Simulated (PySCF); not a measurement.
## Electronic structure of C4H12AlN (SMILES C/C=C\[CH2][AlH2-][NH3+]) in real space

Input

```
{"job": {"kind": "uv", "xc": "wB97X-D", "basis": "def2-SVPD", "nstates": 8, "ntriplets": 3}, "charge": 0, "multiplicity": 1}
C      1.389232     0.386019    -1.375294
C      1.532568     0.672731     0.088809
C      1.034869    -0.113449     1.045613
C      0.230061    -1.338541     0.808762
Al    -1.596185    -1.021724    -0.041491
N     -1.601048     1.040282    -0.010590
H      2.241167    -0.190072    -1.740479
H      1.346246     1.310085    -1.950784
H      0.484236    -0.198577    -1.560168
H      2.116709     1.546156     0.352056
H      1.185007     0.177859     2.079676
H      0.760737    -1.990215     0.097018
H      0.162529    -1.910137     1.742498
H     -2.886737    -1.257118     0.801109
H     -1.730025    -1.288238    -1.577885
H     -2.064779     1.384470     0.826351
H     -0.606294     1.289298     0.052979
H     -2.007052     1.507488    -0.816454
```

Command:

```sh
OMP_NUM_THREADS=1 python probes_run.py task.json out
```

Geometry: GFN2-xTB.

Level of theory: wB97X-D/def2-SVPD, SCF density, gas phase in PySCF 2.14.0.

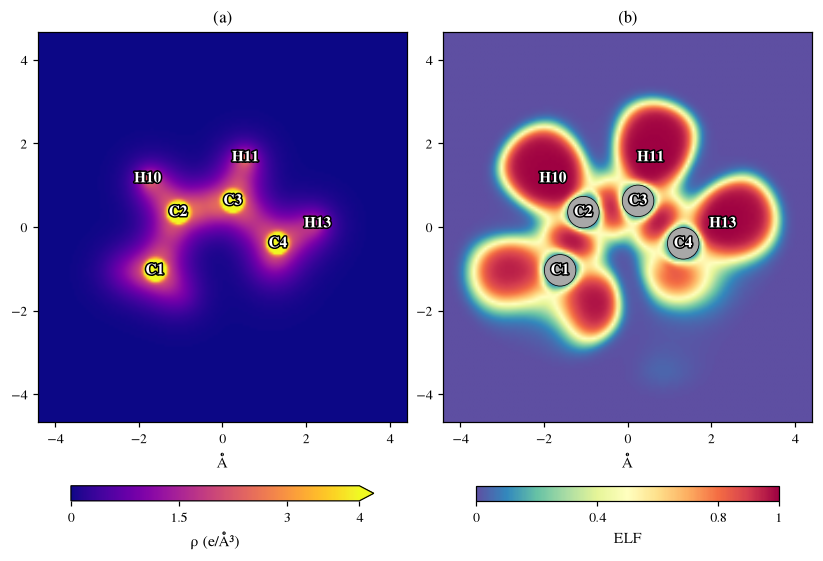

Figure 1. (a) total electron density; (b) ELF on the plane of atoms C1, C2 and C3. Grey discs cover the atomic cores in the ELF map.

Question: Interpret the plot.

Answer:
- Atoms in the plane: C and H.
- C–C (1.33 Å): ρ is about 2.3 e/Å³ halfway; the ELF peaks at about 0.95 between the atoms; a short, multiple covalent bond.
- C–C (1.48 Å): ρ is about 1.7 e/Å³ halfway; the ELF peaks at about 0.95 between the atoms: a shared electron pair.
- C–H (1.08 Å): ρ at the midpoint is about 2 e/Å³; the ELF climbs to about 1 towards the hydrogen, as it does in any bond to H: a covalent bond by its length.

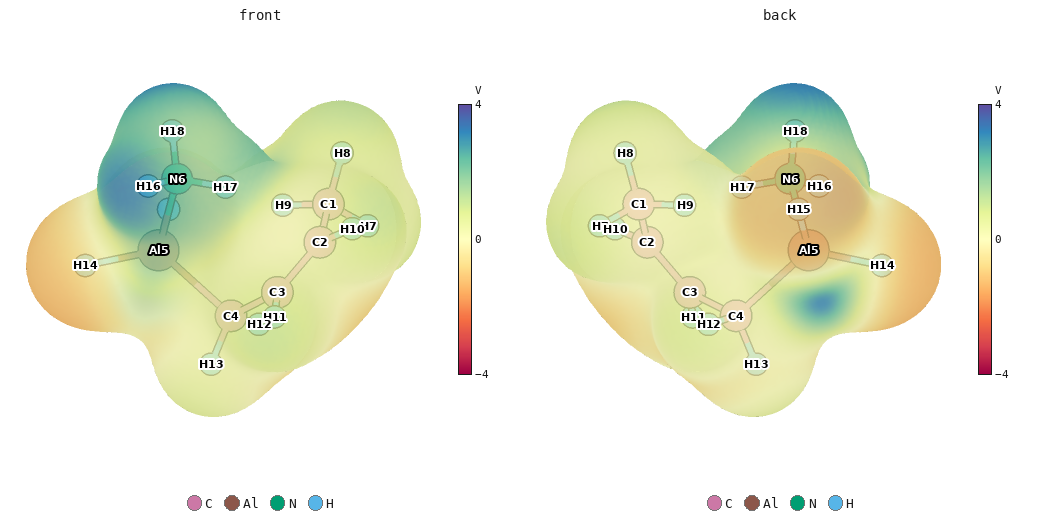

Figure 2. The electrostatic potential painted on the density surface at 0.004 e/bohr³, seen from the front and from behind; the colour scale runs from red (negative) to blue (positive).

Question: Where is the surface potential most negative and most positive?

Answer: The most negative region (about −1.3 V) lies over H14 and H15, the most positive (about +3.2 V) over Al5, H16 and H18.

Question: What dipole moment does the calculation give?

Answer: Its dipole moment is 4.01 D.
